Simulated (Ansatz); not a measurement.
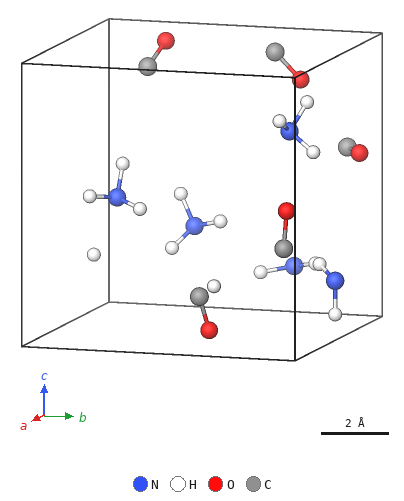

Starting frame of a dynamics run of a periodic cell with 5 NH3 + 5 CO at 0.593 g/cm³. It starts from the last geometry of an earlier run, with fresh velocities. Style: ball-and-stick. Shown: the simulation cell, slightly off an axis.

All numbers below come from Ansatz, DFT LDA, scalar-relativistic, plane waves, PAW.

Input file:
```yaml
accuracy: low
crystal:
  lattice:
    - [8.574886, 0.0, 0.0]
    - [0.0, 8.574886, 0.0]
    - [0.0, 0.0, 8.574886]
  atoms:
    - { symbol: "N", position: [0.49420247, 0.81833299, 0.72182442] }
    - { symbol: H, position: [0.42454059, 0.86038341, 0.81595419] }
    - { symbol: H, position: [0.60799789, 0.81831418, 0.77541833] }
    - { symbol: H, position: [0.50838221, 0.90973235, 0.65479964] }
    - { symbol: "N", position: [0.53361398, 0.20023218, 0.46367601] }
    - { symbol: H, position: [0.59563221, 0.30351314, 0.43775246] }
    - { symbol: H, position: [0.4926585, 0.2077271, 0.57655447] }
    - { symbol: H, position: [0.64116681, 0.13466082, 0.48109413] }
    - { symbol: "N", position: [1.05051358, 0.69344311, 0.16989614] }
    - { symbol: H, position: [1.11812946, 0.79265202, 0.19471636] }
    - { symbol: H, position: [1.11724506, 0.59206944, 0.15352507] }
    - { symbol: H, position: [0.95003119, 0.6875744, 0.23987488] }
    - { symbol: "N", position: [0.51381569, 0.99149111, 0.20562204] }
    - { symbol: H, position: [0.50627032, 0.98927519, 0.08582909] }
    - { symbol: H, position: [0.42682573, 0.90679114, 0.24652012] }
    - { symbol: H, position: [0.50281178, 1.10525674, 0.25171986] }
    - { symbol: "N", position: [0.24085135, 0.39014044, 0.3260144] }
    - { symbol: H, position: [0.31550825, 0.33116584, 0.25760094] }
    - { symbol: H, position: [0.28438768, 0.49840781, 0.35480971] }
    - { symbol: H, position: [0.23517007, 0.33774906, 0.43623127] }
    - { symbol: O, position: [0.72228223, -0.11901365, 0.47919072] }
    - { symbol: C, position: [0.73016453, -0.12729538, 0.34711489] }
    - { symbol: O, position: [0.23314982, 0.28263792, 0.97338667] }
    - { symbol: C, position: [0.33246966, 0.24820075, 0.8961429] }
    - { symbol: O, position: [0.229191, 0.98938606, 0.61204083] }
    - { symbol: C, position: [0.12202873, 0.91071815, 0.61228128] }
    - { symbol: O, position: [0.69313901, 0.58803593, 1.03901868] }
    - { symbol: C, position: [0.72841085, 0.56353941, 1.16211802] }
    - { symbol: O, position: [0.22399713, 0.77254191, -0.14035545] }
    - { symbol: C, position: [0.22940628, 0.68097681, -0.04667036] }
basis:
  ecutwfc: 420.0
kpoints:
  mp_grid: { grid: [1, 1, 1] }
hamiltonian:
  xc: lda
scf:
  occupations: { method: fermi_dirac, width: 0.05 }
  lower_state_search: "off"
  max_iter: 88
md:
  timestep: 0.5
  n_steps: 200
  ensemble: nvt_langevin
  temperature: 700.0
  initial_velocities: maxwell_boltzmann
  seed: 702369
  friction: 1.0
```

Run as
```bash
ansatz run input.yaml --threads 1 --pin off --max-ram 3072MiB --backend cpu --events-out ev --progress --plain --runs-dir out
```

What does the trajectory do?

Over the second half the temperature averages 704 K (spread ±110 K). The potential energy in the second half lies on average 9.6 meV per atom above the first frame. Root-mean-square distances from the starting positions over the second half, with the common drift of all atoms taken out: H 0.31 Å, C 0.13 Å, N 0.12 Å, O 0.10 Å. The heavy atoms stay within a fraction of a molecule's size of their starting places; so short a run doesn't tell a liquid from a solid. The friction is so strong that the slow modes are overdamped, and the motion no longer resembles free dynamics.

Along the run (each row but the first and the last is the mean over the interval that it begins):

| time (fs) | potential energy (meV/atom) | T (K) |
| --- | --- | --- |
| 0.0 | 0.0 | 677 |
| 12.5 | -0.2 | 632 |
| 25.0 | 9.9 | 757 |
| 37.5 | 10.6 | 706 |
| 50.0 | 14.6 | 721 |
| 62.5 | 1.9 | 653 |
| 75.0 | 13.5 | 729 |
| 87.5 | 7.8 | 711 |
| 100.0 | 21.5 | 761 |

The paths of the atoms:

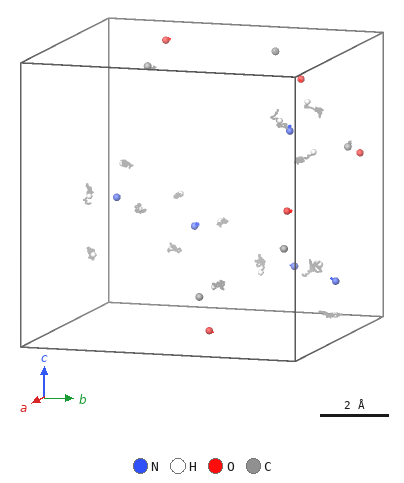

Limits of the set-up: the program's low-accuracy preset was used.
